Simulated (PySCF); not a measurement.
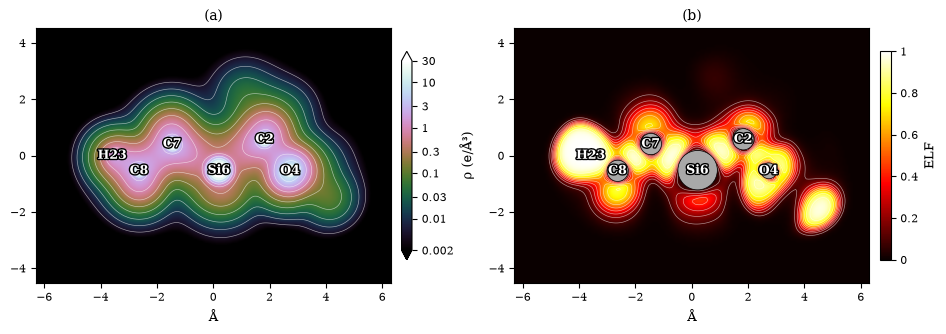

*C5H15BOSi. (a) total electron density; (b) electron localisation function on the plane of atoms C2, Si6 and C7. Grey discs cover the atomic cores in the ELF map.*

Geometry: GFN2-xTB.

Level of theory: PySCF 2.14.0, PBE0/pcSseg-1, SCF density, gas phase, non-relativistic.

```xyz
23

B    -1.3092   -0.6851    1.1842
C    -1.1484   -0.1731   -0.2436
C    -1.2761   -1.1662   -1.3941
O    -1.7003    1.0745   -0.7069
C    -2.5471    1.7692    0.1607
Si    0.6906    0.4900   -0.1377
C     2.0221   -0.7607    0.3907
C     3.4248   -0.1762    0.2772
H    -1.0326   -1.8040    1.3896
H    -1.6346   -0.0036    2.0773
H    -0.6728   -2.0493   -1.2040
H    -0.9616   -0.7082   -2.3295
H    -2.3153   -1.4748   -1.5038
H    -3.3721    1.1348    0.5048
H    -2.9438    2.6090   -0.4110
H    -2.0127    2.1542    1.0360
H     0.6951    1.6530    0.7591
H     0.9399    0.9610   -1.5052
H     1.8534   -1.0826    1.4201
H     1.9665   -1.6610   -0.2240
H     3.5240    0.6974    0.9156
H     3.6268    0.1320   -0.7452
H     4.1787   -0.9036    0.5728
```

Read the bonding off the picture.

- The section cuts through C, O, Si and H sites.
- C–C (1.52 Å): ρ at the midpoint is about 1.6 e/Å³; the ELF peaks at about 0.95 between the atoms, as expected for a shared electron pair.
- C–Si (1.90 Å): ρ at the midpoint is about 0.93 e/Å³; the ELF peaks at about 0.95 between the atoms: a shared electron pair.
- C–H (1.09 Å): the density is about 2 e/Å³ at the midpoint; the ELF climbs to about 1 towards the hydrogen, as it does in any bond to H; an ordinary covalent bond to hydrogen.
- C–O (1.44 Å): the density is about 1.9 e/Å³ at the midpoint, with its minimum of 1.6 e/Å³ about 0.5 Å from C; the ELF peaks at about 0.85 between the atoms; a polar covalent bond.
- C–Si (1.96 Å): the density is about 0.8 e/Å³ at the midpoint; the ELF peaks at about 0.95 between the atoms, as expected for a covalent bond.
- The ELF also peaks beside O4, away from the bonds: lone-pair regions.
